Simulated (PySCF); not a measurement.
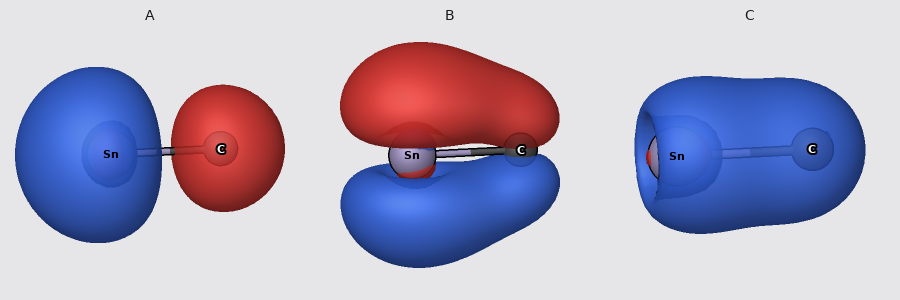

Figure 1: SnC (charge +1, quartet). Three frontier β-spin orbitals, each drawn at the value that holds 80 % of its norm (blue and red are the two phases), in no order; of a degenerate pair one member is drawn.

Core potentials replace the inner electrons of Sn.

All numbers below come from PBE0/aug-cc-pVDZ(-PP), non-relativistic Hamiltonian with scalar-relativistic core potentials where named, at a bond length of 2.134 Å (PySCF 2.14.0).

Name the orbitals and rank them from lowest to highest energy.

Answer. Orbital C: σ, occupied in this spin, −21.21 eV; shared between the atoms (Sn 45 %, C 55 %).
Orbital A: σ, occupied in this spin, −16.45 eV; shared between the atoms (Sn 65 %, C 35 %).
Orbital B: π, empty in this spin, −9.63 eV; mainly on Sn (75 %).
